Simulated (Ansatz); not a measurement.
```yaml
atoms:
  - { symbol: Cl, position_ang: [-2.2237, -2.6171, 1.3300] }
  - { symbol: Ge, position_ang: [0.9247, -3.8890, -1.3042] }
  - { symbol: O, position_ang: [0.2891, -3.5230, 0.2211] }
  - { symbol: Si, position_ang: [-0.3104, -3.1543, 1.8816] }
```

Geometry: B3LYP-D3(BJ)/def2-SVP.

The calculation used Ansatz, isolated molecule in a Gaussian basis; Kohn-Sham density functional theory, functional PBE0.

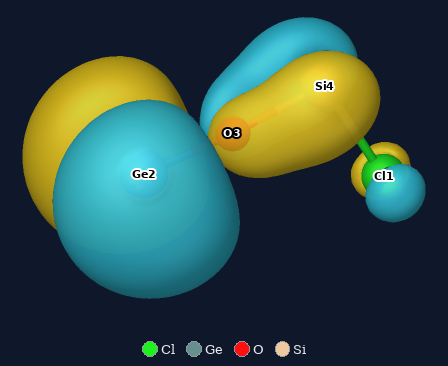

ClGeOSi (charge +1). The LUMO at ±0.06 Å⁻³ᐟ² (yellow and cyan are the two phases), seen at an oblique angle.

### What is the character of this orbital?

By Hirshfeld shares it lies mainly on Ge2 (about 80 %), Si4 (about 10 %) and O3 (about 10 %); it changes sign across the molecular plane (π type); π-bonding across O3–Si4. Its energy is −8.44 eV.
